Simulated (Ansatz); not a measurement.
**CH$_{5}$AlO: nudged elastic band**

System: CH$_{5}$AlO.
Method: RKS PBE/cc-pVDZ (Ansatz 0.2.0).

It belongs to a series of runs on one base structure; here: band between the two ends.

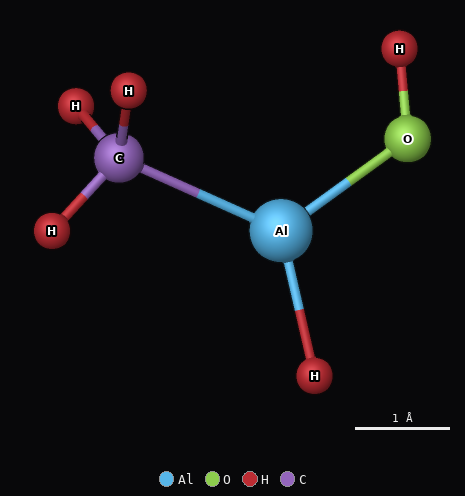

Fig. 1: The structure as given in the input (ball-and-stick view, seen at a tilt). Sticks mark near contacts. Bond lengths as drawn: Al–C 1.97 Å, Al–H 1.60 Å, Al–O 1.75 Å, C–H 1.11 Å and H–O 0.97 Å.

The input:
```yaml
crystal:
  periodic: [false, false, false]
  atoms:
    - { symbol: Al, position_ang: [0.348549, -0.006073, -0.06126] }
    - { symbol: O, position_ang: [0.617239, -0.143541, 1.665013] }
    - { symbol: H, position_ang: [-0.141111, -0.225351, 2.27039] }
    - { symbol: H, position_ang: [1.725063, 0.11747, -0.868799] }
    - { symbol: C, position_ang: [-1.459241, -0.006593, -0.85577] }
    - { symbol: H, position_ang: [-2.021034, -0.929155, -0.594605] }
    - { symbol: H, position_ang: [-2.06382, 0.851645, -0.490618] }
    - { symbol: H, position_ang: [-1.415245, 0.060198, -1.962652] }
basis:
  gaussian: { orbitals: cc-pVDZ }
hamiltonian:
  xc: pbe
neb:
  order_check: false
  images: 7
  f_tol: 0.05
  max_iterations: 60
  spring: { min: 2.0, max: 10.0 }
  final_atoms:
    - { symbol: Al, position_ang: [0.50801255, 0.16076669, -1.23480222] }
    - { symbol: O, position_ang: [0.72825767, 0.13733125, 0.94181542] }
    - { symbol: H, position_ang: [0.03673985, -0.29642522, 1.49003403] }
    - { symbol: H, position_ang: [1.58665378, -0.20769424, 1.26237498] }
    - { symbol: C, position_ang: [-1.50521946, 0.01108633, -0.8980164] }
    - { symbol: H, position_ang: [-1.7614036, -0.96333816, -0.40968023] }
    - { symbol: H, position_ang: [-1.8850304, 0.81708709, -0.22318038] }
    - { symbol: H, position_ang: [-2.11761039, 0.05978628, -1.82684618] }
  initial_path:
    images:
      - { positions_ang: [[0.348549, -0.006073, -0.06126], [0.617239, -0.143541, 1.665013], [-0.141111, -0.225351, 2.27039], [1.725063, 0.11747, -0.868799], [-1.459241, -0.006593, -0.85577], [-2.021034, -0.929155, -0.594605], [-2.06382, 0.851645, -0.490618], [-1.415245, 0.060198, -1.962652]] }
      - { positions_ang: [[0.26149651, -0.00492827, -0.04624832], [0.78138393, -0.10802995, 1.62748606], [-0.01480982, -0.23876396, 2.16647133], [1.73044208, 0.08645549, -0.59708675], [-1.52134372, -0.00459758, -0.88751569], [-2.08337942, -0.92852808, -0.63342194], [-2.12495444, 0.85970577, -0.5375982], [-1.43843511, 0.05728659, -1.99038749]] }
      - { positions_ang: [[0.17444401, -0.00378355, -0.03123664], [0.94552885, -0.07251891, 1.58995911], [0.11149136, -0.25217693, 2.06255266], [1.73582115, 0.05544098, -0.3253745], [-1.58344644, -0.00260217, -0.91926138], [-2.14572484, -0.92790115, -0.67223888], [-2.18608888, 0.86776654, -0.5845784], [-1.46162521, 0.05437518, -2.01812297]] }
      - { positions_ang: [[0.08739152, -0.00263882, -0.01622497], [1.10967378, -0.03700786, 1.55243217], [0.23779254, -0.26558989, 1.95863399], [1.74120023, 0.02442648, -0.05366225], [-1.64554917, -0.00060675, -0.95100707], [-2.20807026, -0.92727423, -0.71105582], [-2.24722332, 0.87582731, -0.6315586], [-1.48481532, 0.05146377, -2.04585846]] }
      - { positions_ang: [[0.00033902, -0.0014941, -0.00121329], [1.2738187, -0.00149681, 1.51490523], [0.36409372, -0.27900285, 1.85471532], [1.74657931, -0.00658803, 0.21805001], [-1.70765189, 0.00138867, -0.98275276], [-2.27041567, -0.9266473, -0.74987276], [-2.30835777, 0.88388807, -0.6785388], [-1.50800543, 0.04855235, -2.07359395]] }
      - { positions_ang: [[0.1272574, 0.0390711, -0.30961052], [1.13742845, 0.0332102, 1.37163277], [0.28225525, -0.28335845, 1.763545], [1.70659793, -0.05686459, 0.47913125], [-1.65704378, 0.00381308, -0.96156867], [-2.14316266, -0.93582002, -0.66482462], [-2.20252592, 0.86718783, -0.56469919], [-1.66040667, 0.05136084, -2.01190701]] }
      - { positions_ang: [[0.25417579, 0.07963629, -0.61800776], [1.00103819, 0.06791722, 1.22836032], [0.20041679, -0.28771404, 1.67237467], [1.66661654, -0.10714114, 0.74021249], [-1.60643568, 0.0062375, -0.94038458], [-2.01590964, -0.94499273, -0.57977649], [-2.09669408, 0.85048758, -0.45085959], [-1.81280791, 0.05416932, -1.95022006]] }
      - { positions_ang: [[0.38109417, 0.12020149, -0.92640499], [0.86464793, 0.10262423, 1.08508787], [0.11857832, -0.29206963, 1.58120435], [1.62663516, -0.15741769, 1.00129373], [-1.55582757, 0.00866191, -0.91920049], [-1.88865662, -0.95416545, -0.49472836], [-1.99086224, 0.83378734, -0.33701998], [-1.96520915, 0.0569778, -1.88853312]] }
      - { positions_ang: [[0.50801255, 0.16076669, -1.23480222], [0.72825767, 0.13733125, 0.94181542], [0.03673985, -0.29642522, 1.49003403], [1.58665378, -0.20769424, 1.26237498], [-1.50521946, 0.01108633, -0.8980164], [-1.7614036, -0.96333816, -0.40968023], [-1.8850304, 0.81708709, -0.22318038], [-2.11761039, 0.05978628, -1.82684618]] }
```

Launch command:
```bash
ansatz run input.yaml --threads 1 --pin off --max-ram 2048MiB --backend cpu --events-out ev --progress --plain --runs-dir out
```

Output:
```
Engine: ansatz 0.2.0, aarch64-unknown-linux-gnu
Functional definition: PBE
  parameter kappa = 0.804
  parameter beta = 0.06672455060314922
  exchange = pbe_x(kappa = kappa, mu = beta*pi^2/3)
  correlation = pbe_c(beta = beta)
858 factors; their error is unknown
mean field evaluation 1: about -9743.1653 eV, gradient 7.8e1 eV
mean field evaluation 2: about -9685.1962 eV, gradient 1.6e2 eV
mean field evaluation 4: about -9755.7000 eV, gradient 1.2e1 eV
mean field evaluation 8: about -9756.1035 eV, gradient 1.1e-1 eV
mean field evaluation 16: about -9756.0638 eV, gradient 5.8e-5 eV
mean field -9756.06377433 eV, -358.5287308091 hartree, gradient 5.8e-5 eV, S^2 0.000000; 0 other end points of the search recorded, 0 dependent functions left out
the calculation of the forces begins
reference -9756.06381474 eV, -358.5287322941 hartree; 16, 16 occupied and 55, 55 virtual orbitals, 858 factors
858 factors; their error is unknown
mean field evaluation 32: about -9754.2849 eV, gradient 1.3e-3 eV
mean field -9754.28486654 eV, -358.4633571536 hartree, gradient 4.7e-5 eV, S^2 0.000000; 0 other end points of the search recorded, 0 dependent functions left out
[... from here on the field's lines of each further geometry are left out, up to the last ...]
NEB iter   1: max|band force component| = 1.426e1 eV/Å  barrier→ = 4.4281 eV  barrier← = 2.6492 eV  Δτ_max = 0.2000 Å  (248 SCF iters)
NEB iter   2: max|band force component| = 2.869e0 eV/Å  barrier→ = 3.5115 eV  barrier← = 1.7326 eV  Δτ_max = 0.1974 Å  (231 SCF iters)
NEB iter   3: max|band force component| = 1.894e0 eV/Å  barrier→ = 2.9970 eV  barrier← = 1.2181 eV  Δτ_max = 0.1999 Å  (222 SCF iters)
NEB iter   4: max|band force component| = 9.733e-1 eV/Å  barrier→ = 2.7628 eV  barrier← = 0.9839 eV  Δτ_max = 0.1879 Å  (222 SCF iters)
NEB iter   5: max|band force component| = 4.055e-1 eV/Å  barrier→ = 2.6781 eV  barrier← = 0.8992 eV  CI = image 4  Δτ_max = 0.1962 Å  (209 SCF iters)
NEB iter   6: max|band force component| = 5.140e-1 eV/Å  barrier→ = 2.6530 eV  barrier← = 0.8741 eV  CI = image 4  Δτ_max = 0.0974 Å  (201 SCF iters)
NEB iter   7: max|band force component| = 3.300e-1 eV/Å  barrier→ = 2.6469 eV  barrier← = 0.8680 eV  CI = image 4  Δτ_max = 0.0970 Å  (194 SCF iters)
NEB iter   8: max|band force component| = 2.991e-1 eV/Å  barrier→ = 2.6420 eV  barrier← = 0.8631 eV  CI = image 4  Δτ_max = 0.0981 Å  (197 SCF iters)
NEB iter   9: max|band force component| = 2.486e-1 eV/Å  barrier→ = 2.6365 eV  barrier← = 0.8576 eV  CI = image 4  Δτ_max = 0.0975 Å  (196 SCF iters)
NEB iter  10: max|band force component| = 1.734e-1 eV/Å  barrier→ = 2.6329 eV  barrier← = 0.8540 eV  CI = image 4  Δτ_max = 0.1881 Å  (196 SCF iters)
NEB iter  11: max|band force component| = 1.930e-1 eV/Å  barrier→ = 2.6317 eV  barrier← = 0.8527 eV  CI = image 4  Δτ_max = 0.0421 Å  (203 SCF iters)
NEB iter  12: max|band force component| = 1.073e-1 eV/Å  barrier→ = 2.6314 eV  barrier← = 0.8525 eV  CI = image 4  Δτ_max = 0.0353 Å  (200 SCF iters)
NEB iter  13: max|band force component| = 5.219e-2 eV/Å  barrier→ = 2.6313 eV  barrier← = 0.8524 eV  CI = image 4  Δτ_max = 0.0979 Å  (202 SCF iters)
NEB iter  14: max|band force component| = 1.329e-1 eV/Å  barrier→ = 2.6313 eV  barrier← = 0.8524 eV  CI = image 4  Δτ_max = 0.0503 Å  (200 SCF iters)
the calculation of the forces begins
reference -9754.22660981 eV, -358.4612162583 hartree; 16, 16 occupied and 55, 55 virtual orbitals, 858 factors
858 factors; their error is unknown
mean field evaluation 992: about -9753.4722 eV, gradient 6.7e-2 eV
mean field -9753.43257123 eV, -358.4320358786 hartree, gradient 2.4e-5 eV, S^2 0.000000; 1 other end points of the search recorded, 0 dependent functions left out
the calculation of the forces begins
reference -9753.43260821 eV, -358.4320372376 hartree; 16, 16 occupied and 55, 55 virtual orbitals, 858 factors
NEB iter  15: max|band force component| = 3.516e-2 eV/Å  barrier→ = 2.6312 eV  barrier← = 0.8523 eV  CI = image 4  Δτ_max = 0.0000 Å  (393 SCF iters)
```

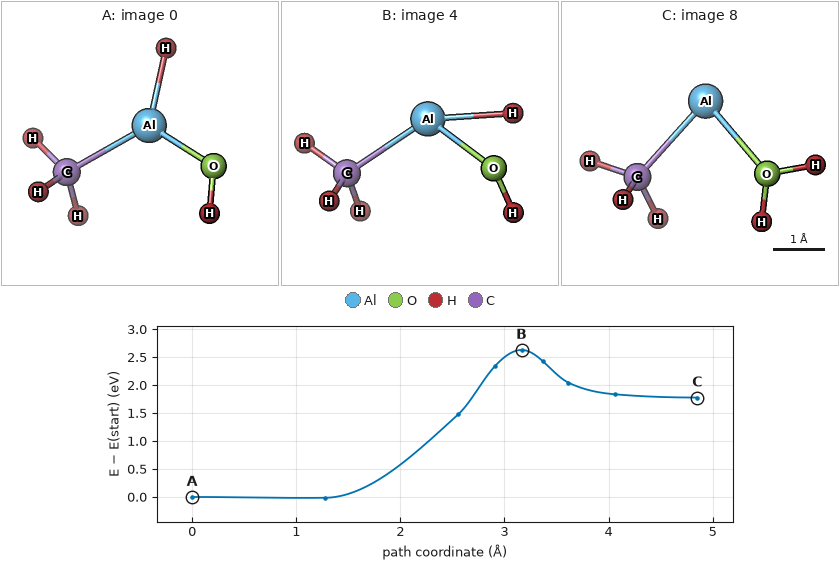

Fig. 2: Images of the last band (counted from 0; ball-and-stick, seen at a tilt) above the energy along the path; the line is a cubic interpolation that uses the forces. The highest image is number 4, 2.631 eV above the start and 0.852 eV above the end (the climbing image); the end lies 1.779 eV above the start. The path is 4.85 Å long. The band converged in 15 iterations.

```
Total energy: -9753.43260821 eV, -358.4320372376 hartree
Atom 0 at     0.355915     0.092064    -0.583455 Å, force    -0.000676    -0.004336     0.003174 eV/Å
Atom 1 at     0.734902     0.212893     1.308613 Å, force    -0.000054     0.005086     0.006674 eV/Å
Atom 2 at     0.389989    -0.361311     2.036621 Å, force     0.001143    -0.000186    -0.005927 eV/Å
Atom 3 at     1.692953    -0.244250     0.469834 Å, force     0.000478    -0.000944    -0.001315 eV/Å
Atom 4 at    -1.599119     0.023156    -0.987727 Å, force    -0.001307    -0.004230     0.000575 eV/Å
Atom 5 at    -2.004441    -0.967297    -0.677153 Å, force     0.001588     0.002484    -0.003406 eV/Å
Atom 6 at    -2.139440     0.800711    -0.403358 Å, force     0.000554     0.001355     0.001887 eV/Å
Atom 7 at    -1.840359     0.162634    -2.061675 Å, force    -0.001727     0.000771    -0.001663 eV/Å
Dipole moment:    -0.277762    -0.186523     0.192414 e Å
this run last wrote the band of iteration 15 to [file]
```

The last band as extended XYZ (Å, eV, eV/Å):
```
8
Properties=species:S:1:pos:R:3:forces:R:3 image=0 energy=-9756.06377
Al    0.3485   -0.0061   -0.0613   -0.0021   0.0012   0.0048
O     0.6172   -0.1435    1.6650    0.0017  -0.0004   0.0028
H    -0.1411   -0.2254    2.2704   -0.0010  -0.0002  -0.0020
H     1.7251    0.1175   -0.8688    0.0020   0.0003  -0.0034
C    -1.4592   -0.0066   -0.8558    0.0001  -0.0002  -0.0049
H    -2.0210   -0.9292   -0.5946   -0.0010  -0.0012   0.0007
H    -2.0638    0.8516   -0.4906    0.0009   0.0011   0.0010
H    -1.4152    0.0602   -1.9627   -0.0005  -0.0005   0.0010
8
Properties=species:S:1:pos:R:3:forces:R:3 image=1 energy=-9756.07812
Al    0.1938   -0.0877    0.0089   -0.0139   0.0085   0.0313
O     0.0383   -0.0106    1.7539    0.0005  -0.0247   0.0024
H     0.8395   -0.1278    2.2949    0.0092   0.0225   0.0070
H     1.6676   -0.2668   -0.6138   -0.0061  -0.0066  -0.0323
C    -1.5138    0.0418   -0.9553   -0.0179   0.0109   0.0193
H    -2.0803   -0.9066   -0.8285   -0.0058  -0.0016  -0.0107
H    -2.1409    0.8464   -0.5159    0.0017  -0.0095  -0.0071
H    -1.4138    0.2299   -2.0426    0.0324   0.0005  -0.0100
8
Properties=species:S:1:pos:R:3:forces:R:3 image=2 energy=-9754.58384
Al    0.3334    0.0756   -0.3144   -0.1027  -0.2239   1.0524
O     0.5539    0.2518    1.4316   -0.7125   0.2380   0.5587
H     0.2953   -0.3819    2.1147   -0.4153   0.0762   0.3752
H     1.8709   -0.2511    0.0252    0.6386  -0.1040  -1.8768
C    -1.5591    0.0283   -0.9960    0.1877  -0.0066  -0.0259
H    -1.9679   -0.9696   -0.7068    0.0935   0.0367  -0.0331
H    -2.1245    0.7741   -0.3902    0.1268  -0.0202  -0.0341
H    -1.8114    0.1915   -2.0625    0.1842   0.0038  -0.0164
8
Properties=species:S:1:pos:R:3:forces:R:3 image=3 energy=-9753.72232
Al    0.3485    0.0961   -0.4624   -0.0518  -0.1027   0.9210
O     0.6532    0.2263    1.3574   -0.6083   0.1916   0.3555
H     0.3484   -0.3737    2.0647   -0.3409   0.0797   0.2503
H     1.7809   -0.2505    0.2913    0.6823  -0.1613  -1.3954
C    -1.5850    0.0254   -0.9954    0.1045  -0.0133  -0.0611
H    -1.9869   -0.9706   -0.6945    0.0613   0.0230  -0.0220
H    -2.1354    0.7862   -0.3954    0.0951  -0.0191  -0.0176
H    -1.8333    0.1793   -2.0640    0.0578   0.0022  -0.0306
8
Properties=species:S:1:pos:R:3:forces:R:3 image=4 energy=-9753.43257
Al    0.3559    0.0921   -0.5835   -0.0007  -0.0043   0.0032
O     0.7349    0.2129    1.3086   -0.0001   0.0051   0.0067
H     0.3900   -0.3613    2.0366    0.0011  -0.0002  -0.0059
H     1.6930   -0.2442    0.4698    0.0005  -0.0009  -0.0013
C    -1.5991    0.0232   -0.9877   -0.0013  -0.0042   0.0006
H    -2.0044   -0.9673   -0.6772    0.0016   0.0025  -0.0034
H    -2.1394    0.8007   -0.4034    0.0006   0.0014   0.0019
H    -1.8404    0.1626   -2.0617   -0.0017   0.0008  -0.0017
8
Properties=species:S:1:pos:R:3:forces:R:3 image=5 energy=-9753.63077
Al    0.3550    0.0818   -0.6842   -0.0001   0.0434  -0.8237
O     0.7987    0.2117    1.2657    0.4905  -0.1457  -0.2820
H     0.4328   -0.3403    2.0118    0.3243  -0.0966  -0.2426
H     1.6309   -0.2308    0.6067   -0.5452   0.1720   1.2327
C    -1.6120    0.0169   -0.9777   -0.0894   0.0059   0.0603
H    -2.0193   -0.9678   -0.6531   -0.0471  -0.0071   0.0091
H    -2.1448    0.8101   -0.4108   -0.0924   0.0267   0.0171
H    -1.8509    0.1370   -2.0566   -0.0405   0.0014   0.0291
8
Properties=species:S:1:pos:R:3:forces:R:3 image=6 energy=-9754.01744
Al    0.3659    0.0714   -0.8364    0.0535   0.0111  -0.6317
O     0.8279    0.2259    1.2366    0.0999   0.0127  -0.0829
H     0.4804   -0.3360    1.9746    0.1788  -0.0929  -0.1681
H     1.6190   -0.2244    0.7839   -0.0567   0.0300   0.7892
C    -1.6280    0.0144   -0.9677   -0.0584   0.0127   0.0292
H    -2.0347   -0.9669   -0.6297   -0.0361   0.0052   0.0173
H    -2.1579    0.8180   -0.4125   -0.0712   0.0194   0.0209
H    -1.8821    0.1162   -2.0471   -0.1097   0.0018   0.0260
8
Properties=species:S:1:pos:R:3:forces:R:3 image=7 energy=-9754.22658
Al    0.4115    0.0800   -1.0464    0.0205   0.0055  -0.0897
O     0.8015    0.1695    1.1301   -0.0116  -0.0295  -0.0441
H     0.3802   -0.3405    1.8608   -0.0449  -0.0028  -0.0530
H     1.7201   -0.1736    1.0597    0.0392   0.0229   0.1260
C    -1.6165    0.0142   -0.9612    0.0079   0.0004   0.0014
H    -2.0024   -0.9593   -0.5743    0.0148   0.0042   0.0207
H    -2.1012    0.8209   -0.3643    0.0254   0.0008   0.0200
H    -2.0028    0.1075   -2.0026   -0.0513  -0.0015   0.0188
8
Properties=species:S:1:pos:R:3:forces:R:3 image=8 energy=-9754.28487
Al    0.5080    0.1608   -1.2348   -0.0035   0.0012   0.0005
O     0.7283    0.1373    0.9418   -0.0033  -0.0004   0.0003
H     0.0367   -0.2964    1.4900   -0.0066  -0.0007   0.0016
H     1.5867   -0.2077    1.2624    0.0068   0.0007  -0.0042
C    -1.5052    0.0111   -0.8980   -0.0223  -0.0098   0.0062
H    -1.7614   -0.9633   -0.4097    0.0046   0.0274  -0.0111
H    -1.8850    0.8171   -0.2232    0.0082  -0.0176  -0.0143
H    -2.1176    0.0598   -1.8268    0.0161  -0.0007   0.0210
```

Results in brief:

```csv
quantity,value
outcome,converged
"barrier, forward",2.631 eV
"barrier, backward",0.852 eV
hardware,"1 thread of Arm Neoverse V2, 24 GiB of memory available, shared host"
wall time,2.4 min
peak memory,0.13 GiB
```

The order of the saddle point was not checked.
